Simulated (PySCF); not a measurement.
# CH₇NO₂Si₃: what the fields show

```tsv
atom	x (Å)	y (Å)	z (Å)
Si	-0.7958	1.1375	0.0201
O	0.0588	0.7616	1.3605
Si	1.4534	0.0961	1.9925
O	-1.4613	-0.1752	-0.6877
Si	-1.1949	-1.6435	-1.4365
C	0.4117	1.8721	-1.1995
N	1.1679	2.3132	-1.9598
H	-1.8436	2.1232	0.3366
H	1.6503	0.6564	3.3566
H	1.3006	-1.3855	2.0642
H	2.6110	0.4394	1.1168
H	-2.4802	-2.3920	-1.4424
H	-0.1604	-2.4053	-0.6759
H	-0.7240	-1.4129	-2.8312
```

Geometry: PBE0-D3(BJ)/def2-SVP.

These are results of PBE0/pcSseg-1, SCF density, gas phase, non-relativistic in PySCF 2.14.0, not measurements.

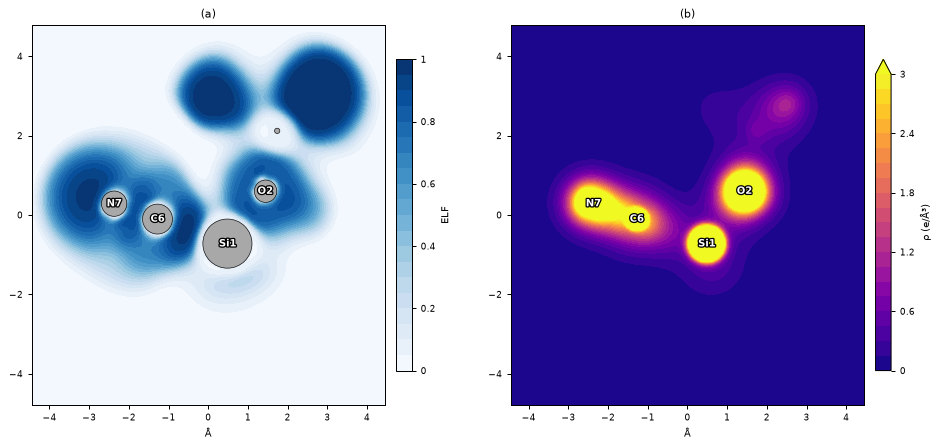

Figure 1. (a) electron localisation function; (b) electron density on the plane of atoms O2, Si1 and C6. Grey discs cover the atomic cores in the ELF map.

Question: Read the bonding off the picture.

Answer:
- The plane passes through Si, O, C and N nuclei.
- C–N (1.16 Å): the density is about 3.5 e/Å³ at the midpoint; the ELF peaks at about 0.85 between the atoms: a multiple bond.
- Si–O (1.63 Å): ρ is about 1.1 e/Å³ halfway; the ELF peaks at about 0.85 between the atoms; a polar covalent bond.
- C–Si (1.87 Å): ρ at the midpoint is about 0.91 e/Å³; the ELF peaks at about 1 between the atoms (a shared electron pair).
- The ELF also peaks beside O2 and N7, away from the bonds: lone-pair regions.

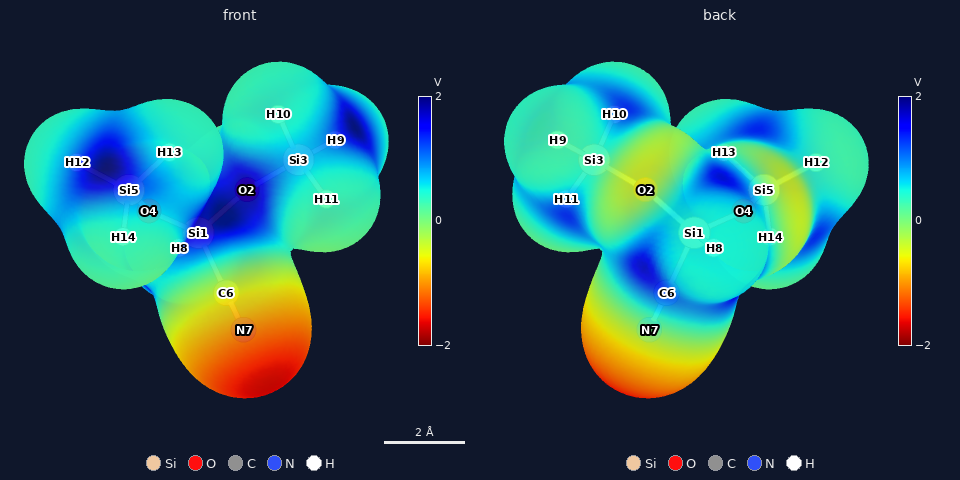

Figure 2. The electrostatic potential painted on the density surface at 0.002 e/bohr³, seen from the front and from behind; red is negative and blue positive.

Question: Describe the electrostatic potential map.

Answer: The most negative region (about −1.7 V) lies over N7, the most positive (about +1.9 V) over Si1, Si3 and Si5. N7 is the likeliest acceptor of a hydrogen bond.

Question: What dipole moment does the calculation give?

Answer: Its dipole moment is 3.08 D.
